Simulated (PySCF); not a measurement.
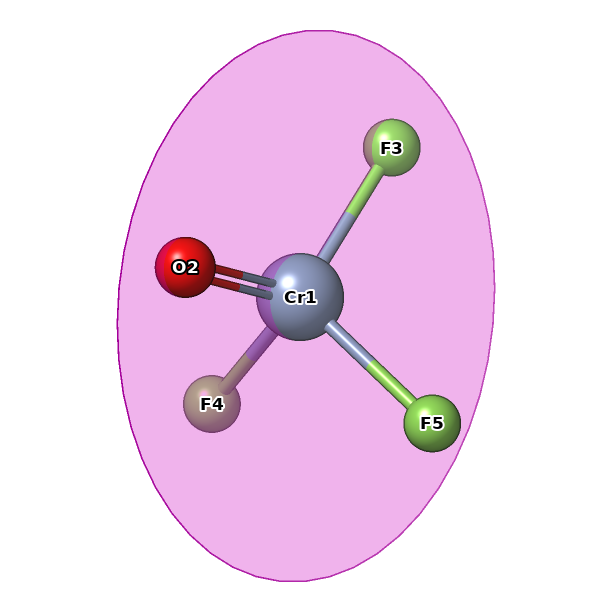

A disc through the centre of mass is drawn in. Depth is shown by fading: the farther an atom, the more it takes the colour of the background. The species is neutral and a spin doublet. The geometry was computed by an optimisation with PBE0-D3(BJ)/def2-SVP. No frequency run is at hand to confirm it as a minimum. Other spin states may lie lower.

> Is the plane of the disc a mirror plane of the structure?

Yes. The reflection leaves Cr1, O2, F3 in place and moves F4 ↔ F5. The point group is Cs.
